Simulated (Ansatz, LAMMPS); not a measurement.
**Relaxing amorphous 62SiO2-38GeO2 (mol %) (96 atoms)**

How does amorphous 62SiO2-38GeO2 (mol %) (96 atoms) relax, and what do bonds, charges and levels look like afterwards?

Calculated with Ansatz 0.2.0; Kohn-Sham DFT, PBE, PAW (set soft_2), plane waves.

### Step 1. The structure

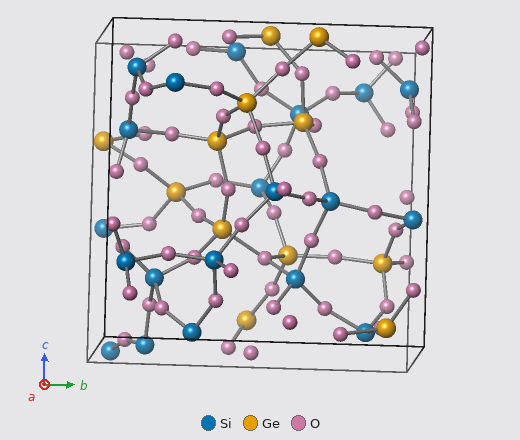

The cell as given, slightly off an axis (silicon blue, germanium orange, oxygen pink). Bonds to atoms that aren't drawn are left out.

The cell holds 96 atoms: 20 Si, 12 Ge and 64 O. Its edges and angles: a = 11.391 Å, b = 11.391 Å, c = 11.391 Å, α = 90.0°, β = 90.0°, γ = 90.0°. 96 atoms (20 Si, 12 Ge, 64 O) placed at random at 2.76 g/cm³, melted at 5000 K for 10 ps at fixed volume with the Morse and Coulomb pair potential with partial charges (Pedone, Malavasi, Menziani, Cormack and Segre, J. Phys. Chem. B 110, 11780 (2006)). Quenched from 5000 K to 300 K at 50 K/ps and fixed volume, held 5 ps, then minimised at fixed cell.

Before any run, some limits are plain. The quench rate of 50 K/ps is many orders above laboratory rates, so the cell is likely richer in defects and strain than a real sample. The starting topology of bonds comes from the classical model. Sampling is at Γ alone, for a cell whose shortest periodic width is 11 Å.

### Step 2. Making the structure

A classical potential supplies the starting structure, since it reaches far longer times than DFT.

This step: classical MD, Morse and Coulomb pair potential with partial charges (Pedone, Malavasi, Menziani, Cormack and Segre, J. Phys. Chem. B 110, 11780 (2006)) (LAMMPS 22 Jul 2025 - Update 4).

The input, in.lmp:

```
# melt-quench of Si20Ge12O64
units metal
atom_style charge
boundary p p p
region box block 0 11.3914 0 11.3914 0 11.3914
create_box 3 box
mass 1 28.0850   # Si
mass 2 72.6300   # Ge
mass 3 15.9990   # O
create_atoms 1 random 20 39565 NULL overlap 1.5 maxtry 2000
create_atoms 2 random 12 39572 NULL overlap 1.5 maxtry 2000
create_atoms 3 random 64 39579 NULL overlap 1.5 maxtry 2000
pair_style hybrid/overlay pedone 5.5 coul/long 8.0
pair_coeff * * coul/long
pair_coeff 1 3 pedone 0.340554 2.006700 2.100000 1   # Si-O
pair_coeff 2 3 pedone 0.158118 2.294230 2.261313 5   # Ge-O
pair_coeff 3 3 pedone 0.042395 1.379316 3.618701 22   # O-O
set type 1 charge 2.4
set type 2 charge 2.4
set type 3 charge -1.2
kspace_style pppm 1.0e-4
neigh_modify delay 0 every 1 check yes
thermo_style custom step time temp pe press density
thermo_modify norm yes
timestep 0.002
thermo 100
min_style cg
minimize 1e-4 1e-4 200 2000
reset_timestep 0
velocity all create 5000 39566 mom yes dist gaussian
fix lim all nve/limit 0.05
fix lan all langevin 5000 5000 0.2 39567 zero yes
thermo 500
run 1000 post no
# [... 10 lines left out ...]
thermo 1250
fix md all nvt temp 300 300 0.2
run 2500 post no
unfix md
thermo 100
min_style cg
minimize 0 1e-3 2000 20000
write_dump all custom glass.dump id type xs ys zs modify sort id
```

The run is started by

```console
$ lmp -in in.lmp -log none -nocite
```

Numbers of over 12 decimals in the logs are rounded to 6 here.

The log of the run:

```text
LAMMPS (22 Jul 2025 - Update 4)
Created orthogonal box = (0 0 0) to (11.3914 11.3914 11.3914)
Created 20 atoms
Created 12 atoms
Created 64 atoms
PPPM initialization ...
  G vector (1/distance) = 0.37828211
  grid = 12 12 12
  estimated relative force accuracy = 7.7103556e-05
   Step          Time           Temp          PotEng         Press         Density
         0   0              0              0.37702203     548076.53      2.7603081
        99   0.198          0             -17.081183     -30955.227      2.7603081
Loop time of 0.0518963 s on 1 MPI rank(s) for 99 steps with 96 atoms
Minimization stats:
  Stopping criterion = energy tolerance
  Energy initial, next-to-last, final =
     0.377022030888985  -17.0794761726635  -17.0811833593401
  Force two-norm initial, final = 353.38753 2.8577851
  Iterations, force evaluations = 99 118
   Step          Time           Temp          PotEng         Press         Density
[... 12 lines left out ...]
[... 1 line left out ...]
Loop time of 1.88339 s on 1 MPI rank(s) for 5000 steps with 96 atoms
   Step          Time           Temp          PotEng         Press         Density
[... 12 lines left out ...]
Loop time of 16.7818 s on 1 MPI rank(s) for 47000 steps with 96 atoms
   Step          Time           Temp          PotEng         Press         Density
[... 2 lines left out ...]
     55000   110            319.03364     -17.240472     -23110.404      2.7603081
     55500   111            272.41893     -17.240337     -16076.576      2.7603081
Loop time of 0.805977 s on 1 MPI rank(s) for 2500 steps with 96 atoms
   Step          Time           Temp          PotEng         Press         Density
     55500   111            272.41893     -17.240337     -16076.576      2.7603081
     55515   111.03         272.41893     -17.281674     -20462.101      2.7603081
Loop time of 0.0250244 s on 1 MPI rank(s) for 15 steps with 96 atoms
Minimization stats:
  Stopping criterion = linesearch alpha is zero
  Energy initial, next-to-last, final =
     -17.2403371778422  -17.2816740496128  -17.2816740496128
  Force two-norm initial, final = 14.744113 0.65100352
  Iterations, force evaluations = 15 63
```

Run time: 20 s. Hardware: 1 thread of Arm Neoverse V2, shared host; peak memory 0.069 GiB.

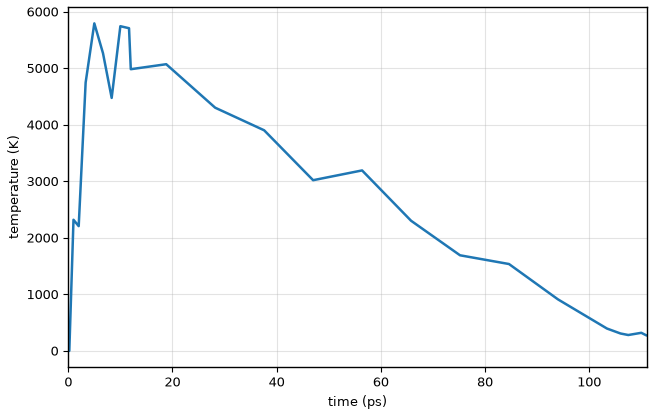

Temperature, plotted against time.

### Step 3. Single point at the start

A single point comes first, to see the forces before anything moves.

The input, input.yaml:

```yaml
crystal:
  lattice:
    - [11.3914, 0.0, 0.0]
    - [0.0, 11.3914, 0.0]
    - [0.0, 0.0, 11.3914]
  atoms:
    - { symbol: Si, position: [0.97996, 0.20058, 0.8052] }
    - { symbol: Si, position: [0.27256, 0.42574, 0.96469] }
    - { symbol: Si, position: [0.63728, 0.71375, 0.47551] }
    - { symbol: Si, position: [0.85184, 0.52861, 0.483] }
    - { symbol: Si, position: [0.11377, 0.52034, 0.55379] }
    - { symbol: Si, position: [0.08557, 0.03657, 0.41392] }
    - { symbol: Si, position: [0.0707, 0.06815, 0.03182] }
    - { symbol: Si, position: [0.54086, 0.08185, 0.68828] }
    - { symbol: Si, position: [0.75647, 0.09131, 0.86718] }
    - { symbol: Si, position: [0.05592, 0.83944, 0.86643] }
    - { symbol: Si, position: [0.88619, 0.06626, 0.24657] }
    - { symbol: Si, position: [0.32886, 0.1619, 0.03299] }
    - { symbol: Si, position: [0.37465, 0.9646, 0.85478] }
    - { symbol: Si, position: [0.21818, 0.63128, 0.77945] }
    - { symbol: Si, position: [0.52447, 0.17558, 0.22802] }
    - { symbol: Si, position: [0.44621, 0.84447, 0.08372] }
    - { symbol: Si, position: [0.50978, 0.61769, 0.23906] }
    - { symbol: Si, position: [0.69127, 0.28933, 0.04777] }
    - { symbol: Si, position: [0.55034, 0.9777, 0.43312] }
    - { symbol: Si, position: [0.85329, 0.34367, 0.26282] }
    - { symbol: Ge, position: [0.44228, 0.38812, 0.39389] }
    - { symbol: Ge, position: [0.53922, 0.51795, 0.99601] }
    - { symbol: Ge, position: [0.05942, 0.49176, 0.14205] }
    - { symbol: Ge, position: [0.73182, 0.89379, 0.07623] }
    - { symbol: Ge, position: [0.82236, 0.43461, 0.76067] }
    - { symbol: Ge, position: [0.1506, 0.02495, 0.68111] }
    - { symbol: Ge, position: [0.49413, 0.63061, 0.73267] }
    - { symbol: Ge, position: [0.20481, 0.25323, 0.52487] }
    - { symbol: Ge, position: [0.30669, 0.89932, 0.31317] }
    - { symbol: Ge, position: [0.86758, 0.65232, 0.97028] }
    - { symbol: Ge, position: [0.25782, 0.60518, 0.33333] }
    - { symbol: Ge, position: [0.55274, 0.35922, 0.66073] }
    - { symbol: O, position: [0.99381, 0.54977, 0.48028] }
    - { symbol: O, position: [0.31066, 0.28853, 0.96747] }
    - { symbol: O, position: [0.51178, 0.29966, 0.29732] }
    - { symbol: O, position: [0.39076, 0.49105, 0.01371] }
    - { symbol: O, position: [0.62818, 0.85437, 0.44708] }
    - { symbol: O, position: [0.76133, 0.64076, 0.47163] }
    - { symbol: O, position: [0.68828, 0.36906, 0.72781] }
    - { symbol: O, position: [0.36587, 0.91368, 0.17425] }
    - { symbol: O, position: [0.06742, 0.93447, 0.97675] }
    - { symbol: O, position: [0.18364, 0.98022, 0.32939] }
    - { symbol: O, position: [0.23866, 0.50902, 0.85376] }
    - { symbol: O, position: [0.56775, 0.6611, 0.35678] }
    - { symbol: O, position: [0.7615, 0.98101, 0.955] }
    - { symbol: O, position: [0.26128, 0.137, 0.60352] }
    - { symbol: O, position: [0.60944, 0.38527, 0.98314] }
    - { symbol: O, position: [0.07492, 0.15707, 0.71564] }
    - { symbol: O, position: [0.11016, 0.98003, 0.53918] }
    - { symbol: O, position: [0.41738, 0.93193, 0.41055] }
    - { symbol: O, position: [0.34869, 0.67225, 0.73591] }
    - { symbol: O, position: [0.28198, 0.75114, 0.33092] }
    - { symbol: O, position: [0.4505, 0.71507, 0.1549] }
    - { symbol: O, position: [0.96232, 0.58052, 0.06634] }
    - { symbol: O, position: [0.7923, 0.97232, 0.19288] }
    - { symbol: O, position: [0.13177, 0.59287, 0.67286] }
    - { symbol: O, position: [0.86837, 0.11506, 0.78993] }
    - { symbol: O, position: [0.39575, 0.07701, 0.9423] }
    - { symbol: O, position: [0.5487, 0.61878, 0.88021] }
    - { symbol: O, position: [0.3998, 0.52596, 0.31068] }
    - { symbol: O, position: [0.57868, 0.54838, 0.14302] }
    - { symbol: O, position: [0.48151, 0.4792, 0.71607] }
    - { symbol: O, position: [0.39924, 0.85808, 0.95014] }
    - { symbol: O, position: [0.58076, 0.8854, 0.08847] }
    - { symbol: O, position: [0.98205, 0.07708, 0.14026] }
    - { symbol: O, position: [0.15557, 0.56398, 0.23487] }
    - { symbol: O, position: [0.02795, 0.16297, 0.93405] }
    - { symbol: O, position: [0.8222, 0.42892, 0.3783] }
    - { symbol: O, position: [0.53524, 0.39841, 0.5118] }
    - { symbol: O, position: [0.77655, 0.74918, 0.04917] }
    - { symbol: O, position: [0.57109, 0.6809, 0.60515] }
    - { symbol: O, position: [0.50285, 0.21955, 0.68217] }
    - { symbol: O, position: [0.22126, 0.55991, 0.46894] }
    - { symbol: O, position: [0.20284, 0.10507, 0.05856] }
    - { symbol: O, position: [0.93064, 0.33338, 0.79302] }
    - { symbol: O, position: [0.84616, 0.20102, 0.27934] }
    - { symbol: O, position: [0.40207, 0.16956, 0.15421] }
    - { symbol: O, position: [0.84153, 0.48772, 0.61889] }
    [... 12 atom lines left out ...]
    - { symbol: O, position: [0.81934, 0.54302, 0.87094] }
    - { symbol: O, position: [0.1599, 0.73671, 0.85333] }
    - { symbol: O, position: [0.46445, 0.9775, 0.74788] }
    - { symbol: O, position: [0.05035, 0.91756, 0.75343] }
    - { symbol: O, position: [0.98002, 0.39092, 0.22117] }
    - { symbol: O, position: [0.11216, 0.17668, 0.43038] }
kpoints:
  mp_grid: { grid: [1, 1, 1] }
hamiltonian:
  xc: pbe
scf:
  occupations: { method: fermi_dirac, width: 0.025 }
output:
  forces: true
```

The run is started by

```console
$ ansatz run input.yaml --threads 4 --pin off --max-ram 8192MiB --backend cpu --events-out ev --progress --plain --runs-dir out
```

The log of the run:

```text
Engine: ansatz 0.2.0, aarch64-unknown-linux-gnu
Pseudopotentials: kind: paw
Pseudopotential: Si, paw, valence charge 4, recommended cutoff 420 eV (normal), Si.paw.azcp
Pseudopotential: Ge, paw, valence charge 14, recommended cutoff 420 eV (normal), Ge.paw.azcp
Pseudopotential: O, paw, valence charge 6, recommended cutoff 420 eV (normal), O.paw.azcp
[... 5 lines on functional and potentials left out ...]
Crystal: 96 atoms, lattice volume = 1478.194 Å³
Basis set: ecut = 420 eV, 28887 PW (Γ), exchange–correlation on 160×160×160 points (8 copies of the dense FFT grid, shifted against one another)
Bands: 412, of which v1, the nominal top of the filled ones, is band 316 counted from 1 (315 counted from 0)
Symmetry: 1 space group operations
Space group: P1 (ITA 1), of the structure as read, at distance tolerance 1.1e-4 Å
k-points: 1
[... 7 lines on functional and potentials left out ...]
Initial density: superposition of atomic densities (neutral atoms: chi_scale 0, normalization atom), corrected by the library's trained network
Initial wavefunctions: pseudopotential atomic-orbital guess
Functional: x = pbe(κ = 0.804, μ = 0.219515), c = pbe(β = 0.066725)
SCF iter   1: F=—  HF=-100622.172908 eV  |F-HF|=—  |Δ(HF+E_count)|=         —  Δρ=2.90e-3  dr2=3.05e-1  ethr=1.77e-3  ⟨swp⟩=5.0  Hψ=1596  notcnv=0  defer=86
preconditioner: auto → Resta (q_TF=auto, 2.368 Å⁻¹)  ε∞=2.7  [insulator: Δε(μ)=2.202 eV  Ē_g=18.706 eV  σ=0.025 eV  W_gap=1.00  n_scr=340 (ndim 8)  ℏωp=24.3 eV  f_vac=0.260  D(μ)=0.00/eV (n_scr^D=0)  ε∞_Penn≈2.7  vacuum switching on, ρ_ref=2.5e-2 e/Å³]
SCF iter   2: F=—  HF=-100622.126046 eV  |F-HF|=—  |Δ(HF+E_count)|=   4.69e-2  Δρ=1.67e-3  dr2=4.92e-2  ethr=4.83e-5  ⟨swp⟩=2.0  Hψ=608  notcnv=0  defer=92
SCF iter   3: F=—  HF=-100622.115965 eV  |F-HF|=—  |Δ(HF+E_count)|=   1.01e-2  Δρ=7.50e-4  dr2=8.84e-3  ethr=7.78e-6  ⟨swp⟩=2.0  Hψ=580  notcnv=0  defer=46
automatic band count: iteration 3 solves 366 bands in place of 412: the levels show a gap, and the empty bands left out lie too high to hold charge; the band table lists the bands solved (type scf.n_extra_bands for more)
SCF iter   4: F=—  HF=-100622.115013 eV  |F-HF|=—  |Δ(HF+E_count)|=   9.52e-4  Δρ=2.87e-4  dr2=9.01e-4  ethr=1.40e-6  ⟨swp⟩=2.0  Hψ=580  notcnv=0  defer=46
SCF iter   5: F=—  HF=-100622.115303 eV  |F-HF|=—  |Δ(HF+E_count)|=   2.90e-4  Δρ=1.52e-4  dr2=2.57e-4  ethr=1.43e-7  ⟨swp⟩=2.0  Hψ=633  notcnv=0  defer=46
SCF iter   6: F=—  HF=-100622.115270 eV  |F-HF|=—  |Δ(HF+E_count)|=   3.29e-5  Δρ=3.06e-5  dr2=9.89e-6  ethr=4.06e-8  ⟨swp⟩=2.0  Hψ=576  notcnv=0  defer=46
SCF iter   7: F=—  HF=-100622.115721 eV  |F-HF|=—  |Δ(HF+E_count)|=   4.51e-4  Δρ=1.48e-5  dr2=2.18e-6  ethr=1.56e-9  ⟨swp⟩=3.0  Hψ=684  notcnv=0  defer=46
SCF iter   8: F=—  HF=-100622.115722 eV  |F-HF|=—  |Δ(HF+E_count)|=   7.89e-7  Δρ=5.95e-6  dr2=3.97e-7  ethr=3.45e-10  ⟨swp⟩=3.0  Hψ=703  notcnv=0  defer=46
SCF iter   9: F=-100622.115722 eV  HF=-100622.115722 eV  |F-HF|=6.05e-9  |Δ(HF+E_count)|=   1.12e-7  Δρ=1.53e-6  dr2=2.62e-8  ethr=1.58e-11  ⟨swp⟩=5.0  Hψ=1322  notcnv=0
SCF 1 converged in 9 iterations: F = -100622.115722 eV  dr2 = 2.62e-8
  greatest PAW one-centre occupation: 0.999 electrons in one spin orbital (limit 2), on the Ge atom at site 25 (counted from 0), in its partial waves of l = 2
SCF converged after 9 iterations
Free energy (F): -100622.115722 eV
Harris-Foulkes:  -100622.115722 eV  (|F-HF|=6.05e-9)
Internal energy: -100622.115722 eV  (E = F + TS)
E sigma→0 (E₀):  -100622.115722 eV
Fermi energy:    3.726660 eV
--- Per-component energies (eV) ---
  E_band       = -5252.056710
  E_kinetic    = 13594.264603
  E_local      = -81936.561988  (includes V_loc(G=0)·N_el)
  E_nonlocal   = 8679.271806
  E_hartree    = 34223.709588
  E_xc         = -6726.677298
  E_vxc        = -7733.556765  (∫ρ·V_xc dr)
  E_paw        = -44759.623812  (= ΣΔE_a)
  E_vpaw       = -6303.067246  (= ΣTr[D̂ρ^β])
  E_aug_tail   = 0.167543  (compensation charges beyond the density's cutoff)
  E_ewald      = -23696.666163
  E_smearing   = -0.000000  (= −TS)
  E_closure    = 0.000000  (closes the sum)
  Σ components = -100622.115722   (vs F -100622.115722, Δ=0.00e0)
--- Forces (eV/Å), atoms counted from 1 ---
  atom   1  Si    -0.65352213    -1.23424315     1.45189949
  atom   2  Si     0.88471204     0.69992554     0.12431588
  atom   3  Si    -0.96808269    -0.70443976     0.31508788
  atom   4  Si     0.19059559    -1.06375230     0.41169313
  atom   5  Si     0.07098085    -0.86695067    -0.79651423
  atom   6  Si     1.31351609     1.50790254     1.41860431
  atom   7  Si    -0.64051092    -0.44121436    -1.77190100
  atom   8  Si     0.58592131     0.27077378     0.89726912
  atom   9  Si    -0.11894868     0.91249106     1.33081232
  atom  10  Si     0.87386047     0.25724843     0.90751188
  atom  11  Si     1.14849774     0.78431506    -1.80175359
  atom  12  Si    -0.24818710     0.09830584    -0.51500291
  atom  13  Si    -0.14853883     1.49158746     1.36129824
  atom  14  Si     0.11638506    -0.78492796     0.90509641
[...]
atom  95  O      0.87574982    -0.54467796     0.38763334
  atom  96  O     -1.19179883     0.51010970    -1.56625433
  max |Σ_I F_I| component: 2.72e-4 eV/Å
```

The job ended after 13 s (4 threads of Arm Neoverse V2, shared host; peak memory 1.9 GiB).

Read from the output:

| Quantity | Value |
| --- | --- |
| free energy | -100622.1157 eV |
| free energy per atom | -1048.1470 eV/atom |
| SCF cycles | 9 |
| r.m.s. force component | 0.7181 eV/Å |
| longest force | 2.452 eV/Å |
| Fermi energy | 3.727 eV |

The r.m.s. force component of 0.72 eV/Å sets the starting point.

Neighbours are counted within 2.12 Å (O-Si), 2.27 Å (O-Ge).

Length of the force by element and coordination:

| element | coordination | atoms | mean length of the force (eV/Å) | spread | least | most |
| --- | --- | --- | --- | --- | --- | --- |
| Ge | all | 12 | 0.984 | 0.402 | 0.500 | 1.82 |
| Ge | 4 | 11 | 1.00 | 0.415 | 0.500 | 1.82 |
| Ge | 5 | 1 | 0.800 | 0 | 0.800 | 0.800 |
| O | all | 64 | 1.08 | 0.430 | 0.393 | 2.43 |
| O | 2 | 63 | 1.08 | 0.433 | 0.393 | 2.43 |
| O | 3 | 1 | 1.20 | 0 | 1.20 | 1.20 |
| Si | all | 20 | 1.47 | 0.488 | 0.580 | 2.45 |

[end of part 1 of 4]

[Logs are printed without paths, hosts, clocks, repeated set-up lines and the standing remarks that a program may print on its own settings, such as how far it seeks lower states.]

[Hosts, paths, dates, database ids (printed as entryN), source tags and the programs' standing remarks are cut or masked in the printed files.]
